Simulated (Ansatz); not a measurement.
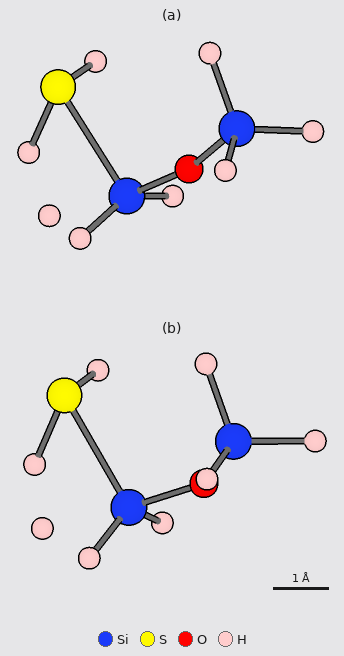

The structure of Si$_{2}$H$_{8}$SO before (top) and after (bottom) a constrained relaxation, at one scale.

Style: ball-and-stick. Shown from a free direction.

The reaction that was planned forms Si1–H8, S2–H7 and breaks Si1–S2, H7–H8 (atoms numbered from 1 in input order).

These are results of RKS PBE0-D4/def2-SVP in Ansatz 0.2.0, not measurements. Settings: held fixed: the distance between atoms 1 (Si) and 8 (H), the distance between atoms 2 (S) and 7 (H), the distance between atoms 1 (Si) and 2 (S), the distance between atoms 7 (H) and 8 (H), counting from 1; force threshold 0.04 eV/Å; at most 150 steps.

### Describe what moved and what it gained.

The largest move after the best rigid fit is that of the O atom, 0.40 Å. By element the largest moves are O 0.40 Å, H 0.39 Å, S 0.23 Å, Si 0.11 Å. Some distances before and after: O–Si 1.631 → 1.677 Å, H–Si 1.463 → 1.496 Å, H–Si 1.449 → 1.480 Å, O–Si 1.626 → 1.656 Å. Among the angles between lasting bonds that change: Si–O–Si 167.0° → 144.4°, H–Si–H 146.5° → 128.7°, S–Si–H 103.5° → 113.3°. The energy falls by 9.21 kcal/mol in 13 accepted moves (15 points after the start). The largest force component goes from 1.2 to 0.037 eV/Å. The line search rejected the trial steps at points 7, 9 of the run. The forces were under the threshold at step 6, but the run went on from there.
